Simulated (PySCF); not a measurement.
**N2 (nitrogen) at PBE0/STO-6G**

What is the energy change on altering one bond length of N2 (nitrogen) at PBE0/STO-6G? Input form: a Python script.

The calculation is run with PySCF 2.14.0.

17 further runs of the same task are left out: 6 that didn't finish, 11 set aside as unsound or not needed.

## 1. The system as given

N2: 2 atoms, total charge 0, spin state singlet. SMILES: `N#N`. Geometry: relaxed at PBE0-D4/def2-TZVP.

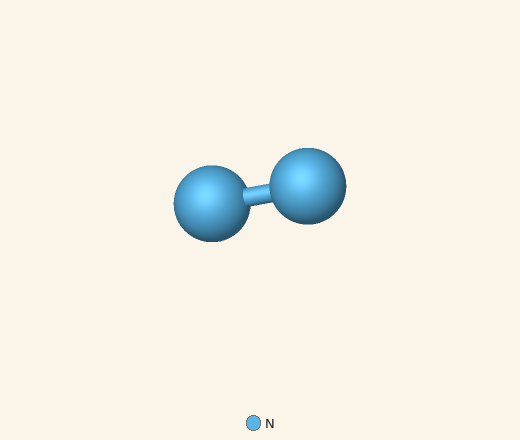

Viewed from a chosen angle; nitrogen blue.

## 2. The energy at PBE0/STO-6G

The input, geometry.xyz:

```xyz
2

N      0.465500    -0.150300     0.239800
N     -0.465500     0.150300    -0.239800
```

The input, job.py:

```python
from pyscf import gto, dft

mol = gto.M(
    atom='geometry.xyz',
    basis='sto-6g',
    verbose=3,
    spin=0,
    max_memory=1860,
)

calc0 = dft.RKS(mol)
calc0.xc = 'pbe0'
calc0.grids.level = 5
calc0.conv_tol = 1e-10
calc0.kernel()
if not calc0.converged:
    calc0 = calc0.newton().run(calc0.mo_coeff, calc0.mo_occ)

energy = calc0.e_tot
print(f'total energy: {energy:.8f} hartree')
```

Run with:

```bash
OMP_NUM_THREADS=1 python job.py
```

Output:

```text
converged SCF energy = -108.986138485594
total energy: -108.98613849 hartree
```

It took 1 s on 1 thread of Intel Xeon 6975P-C (Granite Rapids), shared host; peak memory 0.14 GiB.

## 3. The distorted shape

The input, calc.py:

```python
from pyscf import gto, dft

mol = gto.M(
    atom='''
N        1.582676      -0.511012       0.815307
N       -0.465500       0.150300      -0.239800
''',
    max_memory=1860,
    basis='sto-6g',
    verbose=4,
    charge=0,
)

calc0 = dft.RKS(mol)
calc0.xc = 'pbe0'
calc0.conv_tol = 1e-10
calc0.grids.level = 5
calc0.kernel()
if not calc0.converged:
    calc0 = calc0.newton().run(calc0.mo_coeff, calc0.mo_occ)

energy = calc0.e_tot
print(f'total energy: {energy:.8f} hartree')
```

Run with:

```bash
OMP_NUM_THREADS=1 python calc.py
```

Output:

```text
PySCF version 2.14.0

[INPUT] num. atoms = 2
[INPUT] num. electrons = 14
[INPUT] charge = 0
[INPUT] spin (= nelec alpha-beta = 2S) = 0
[INPUT] symmetry False subgroup None
[INPUT] Mole.unit = angstrom
[INPUT] Symbol           X                Y                Z      unit          X                Y                Z       unit  Magmom
[INPUT]  1 N      1.582676000000  -0.511012000000   0.815307000000 AA    2.990824183922  -0.965672726366   1.540706937441 Bohr   0.0
[INPUT]  2 N     -0.465500000000   0.150300000000  -0.239800000000 AA   -0.879667510985   0.284025836522  -0.453156324671 Bohr   0.0

nuclear repulsion = 10.8175564148319
number of shells = 6
number of NR pGTOs = 60
number of NR cGTOs = 10
basis = sto-6g
ecp = {}

******** <class 'pyscf.dft.rks.RKS'> ********
method = RKS
initial guess = minao
damping factor = 0
level_shift factor = 0
DIIS = <class 'pyscf.scf.diis.CDIIS'>
diis_start_cycle = 1
diis_space = 8
diis_damp = 0
SCF conv_tol = 1e-10
SCF conv_tol_grad = None
SCF max_cycles = 50
direct_scf = True
direct_scf_tol = 1e-13
XC library pyscf.dft.libxc version 7.0.0
    S. Lehtola, C. Steigemann, M. J.T. Oliveira, and M. A.L. Marques.,  SoftwareX 7, 1–5 (2018)
XC functionals = pbe0
radial grids:
    Treutler-Ahlrichs [JCP 102, 346 (1995); DOI:10.1063/1.469408] (M4) radial grids

becke partition: Becke, JCP 88, 2547 (1988); DOI:10.1063/1.454033
pruning grids: <function nwchem_prune>
grids dens level: 5
symmetrized grids: False
atomic radii adjust function: <function treutler_atomic_radii_adjust>
small_rho_cutoff = 0
Set gradient conv threshold to 1e-05
Initial guess from minao.
tot grids = 84232
init E= -108.240130197931
  HOMO = -0.154904217837936  LUMO = -0.133278357361512  gap/eV = 0.58847
cycle= 1 E= -108.45287776048  delta_E= -0.213  |g|= 0.00668  |ddm|= 2.33
  HOMO = -0.154951424582116  LUMO = -0.0815788602952714  gap/eV = 1.99657
cycle= 2 E= -108.452888616518  delta_E= -1.09e-05  |g|= 0.000869  |ddm|= 0.01
  HOMO = -0.154721109060265  LUMO = -0.0813634868900883  gap/eV = 1.99616
cycle= 3 E= -108.452889058537  delta_E= -4.42e-07  |g|= 7.22e-05  |ddm|= 0.00187
  HOMO = -0.154738887997031  LUMO = -0.0813801289452971  gap/eV = 1.99619
cycle= 4 E= -108.452889061374  delta_E= -2.84e-09  |g|= 3.22e-09  |ddm|= 0.000138
  HOMO = -0.15473888810298  LUMO = -0.0813801290557216  gap/eV = 1.99619
cycle= 5 E= -108.452889061375  delta_E= -2.84e-14  |g|= 1.86e-08  |ddm|= 1.98e-08
  HOMO = -0.154738888231028  LUMO = -0.0813801291883609  gap/eV = 1.99619
Extra cycle  E= -108.452889061374  delta_E= 5.68e-14  |g|= 5.27e-07  |ddm|= 3.08e-07
converged SCF energy = -108.452889061374
total energy: -108.45288906 hartree
```

Wall time 1.3 s (1 thread of Intel Xeon 6975P-C (Granite Rapids), shared host); peak memory 0.14 GiB.

## 4. Results

Level: PBE0/STO-6G.

```
                                                         quantity          value
                                        first shape: total energy  -108.98614 Eh
                                       first shape: dipole moment         0.00 D
                                         first shape: HOMO energy       -9.93 eV
                                         first shape: LUMO energy        1.57 eV
                                       first shape: HOMO–LUMO gap       11.50 eV
                                    distorted shape: total energy  -108.45289 Eh
                                   distorted shape: dipole moment         0.00 D
                                     distorted shape: HOMO energy       -4.21 eV
                                     distorted shape: LUMO energy       -2.21 eV
                                   distorted shape: HOMO–LUMO gap        2.00 eV
energy change with the N1–N2 bond stretched from 1.090 to 2.397 Å      14.510 eV
```

In words: One bond (distorted shape) is far stretched, which a spin-restricted single reference describes badly; a broken-symmetry solution may lie lower. With the N1–N2 bond stretched from 1.090 to 2.397 Å the energy rises by 14.51 eV (335 kcal/mol). The first shape isn't relaxed at this level, so the change isn't measured from a minimum. A restricted reference can't describe the breaking bond well at this length. The minimal basis adds a large error of its own.
